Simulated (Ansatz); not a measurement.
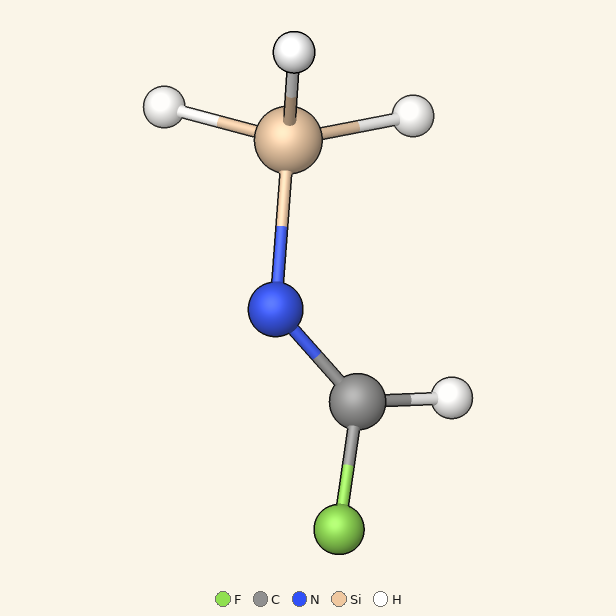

Every bond is drawn as one stick, whatever its order.

The geometry was computed by an optimisation with PBE0-D4/def2-TZVP.

What does the picture show?

It has 8 atoms: 1 carbon, 4 hydrogen, 1 fluorine, 1 nitrogen and 1 silicon (CH4FNSi). Its SMILES string is `F/C=N/[SiH3]`. It has no ring. Among its groups: imine, C–F bond, Si–H bond, Si–N bond. The point group is Cs. Coordination: 1 C trigonal planar; 1 N bent; 1 Si tetrahedral.

More results for the same structure follow; atom numbers are the same in all pictures, views and colours differ.

Geometry

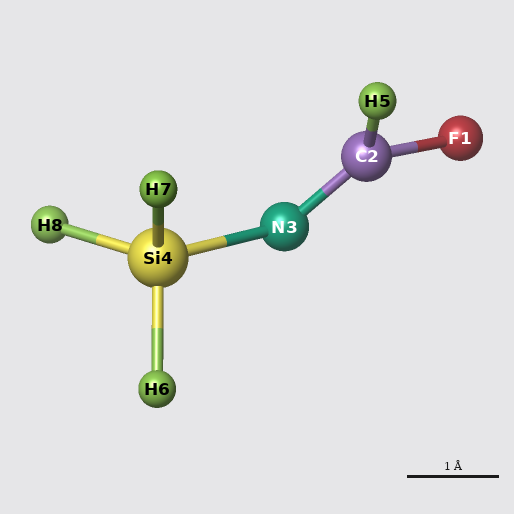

Numbered structure.

Give these bond angles: F1–C2–N3, F1–C2–H5, N3–C2–H5, C2–N3–Si4, N3–Si4–H7, N3–Si4–H6, H6–Si4–H8, H6–Si4–H7.

```
    angle  degrees
 F1–C2–N3    121.3
 F1–C2–H5    109.1
 N3–C2–H5    129.6
C2–N3–Si4    125.7
N3–Si4–H7    112.0
N3–Si4–H6    108.0
H6–Si4–H8    110.0
H6–Si4–H7    109.4
```

Levels of theory compared

Program: Ansatz 0.2.0.

At this fixed geometry, give dipole (D), HOMO energy (eV), HOMO–LUMO gap (eV) at these levels: B3LYP-D4/def2-TZVPP; PBE-D4/def2-TZVPP; r2SCAN-D4/def2-TZVPP; ωB97M-V/def2-TZVPP.

```
               level  dipole (D)  HOMO energy (eV)  HOMO–LUMO gap (eV)
 B3LYP-D4/def2-TZVPP        1.98             −8.03                7.11
   PBE-D4/def2-TZVPP        1.79             −6.81                5.05
r2SCAN-D4/def2-TZVPP        1.87             −7.12                5.58
  ωB97M-V/def2-TZVPP        1.99            −10.59               12.22
```

Charges

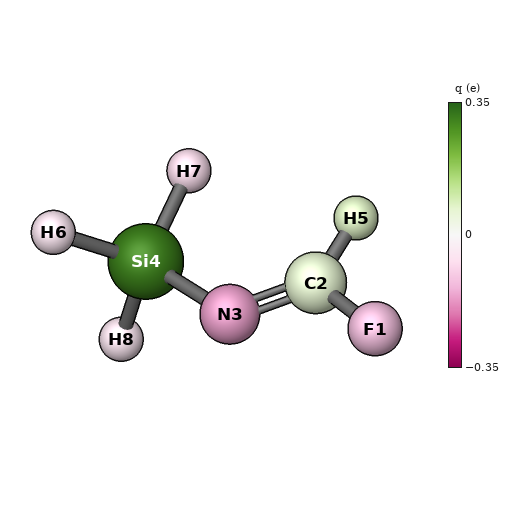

Atoms are coloured by their Mulliken charges. Level of theory: RKS PBE-D4/def2-TZVPP (Ansatz 0.2.0).

**Which atom carries the highest charge (most positive or least negative)?**

Si4 (0.31 e).

**And the lowest?**

N3 (−0.16 e).

Give the Mulliken charges atom by atom.

```tsv
atom	value (e)
F1	−0.12
C2	0.06
N3	−0.16
Si4	0.31
H5	0.08
H6	−0.05
H7	−0.07
H8	−0.05
```

Thermal motion

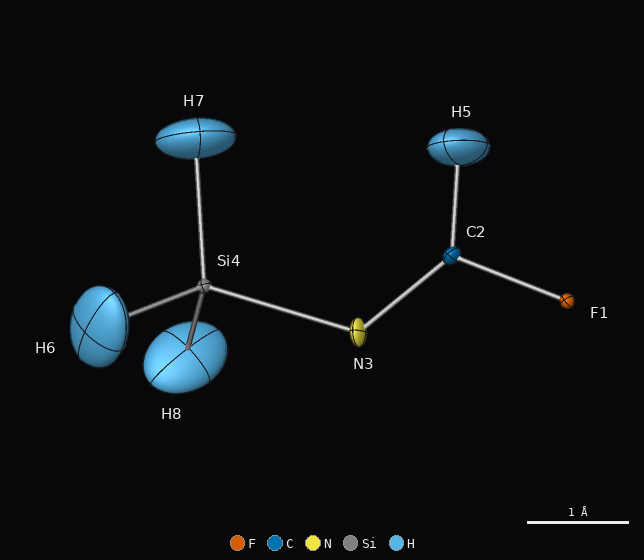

Displacement ellipsoids at the 50 % level, enlarged 1.5 times, from the internal vibrations of the free molecule (harmonic, no overall translation or rotation; no half-axis is drawn under 0.075 Å). Vibrations computed with RKS PBE0-D4/def2-TZVP (Ansatz 0.2.0). Temperature: 100 K.

**Which atom moves most?**

H6, H8, with U_eq = 0.0247 Å².

**Does H6 move more along its bond or across it?**

Across it: the root-mean-square amplitude is 0.087 Å along the bond and up to 0.207 Å across, since bending and torsion are softer than stretching.

List U_eq and the three principal root-mean-square amplitudes for each kind of atom.

```json
{"atom": "F1", "U_eq (Å²)": "0.0012", "rms amplitudes (Å)": "0.032, 0.035, 0.037"}
{"atom": "C2", "U_eq (Å²)": "0.0020", "rms amplitudes (Å)": "0.034, 0.044, 0.055"}
{"atom": "N3", "U_eq (Å²)": "0.0032", "rms amplitudes (Å)": "0.029, 0.064, 0.068"}
{"atom": "Si4", "U_eq (Å²)": "0.00051", "rms amplitudes (Å)": "0.018, 0.018, 0.030"}
{"atom": "H5", "U_eq (Å²)": "0.0186", "rms amplitudes (Å)": "0.079, 0.130, 0.181"}
{"atom": "H6, H8", "U_eq (Å²)": "0.0247", "rms amplitudes (Å)": "0.087, 0.153, 0.207"}
{"atom": "H7", "U_eq (Å²)": "0.0229", "rms amplitudes (Å)": "0.087, 0.175, 0.175"}
```

Mulliken values depend strongly on the basis set and can even reverse the polarity of a bond.
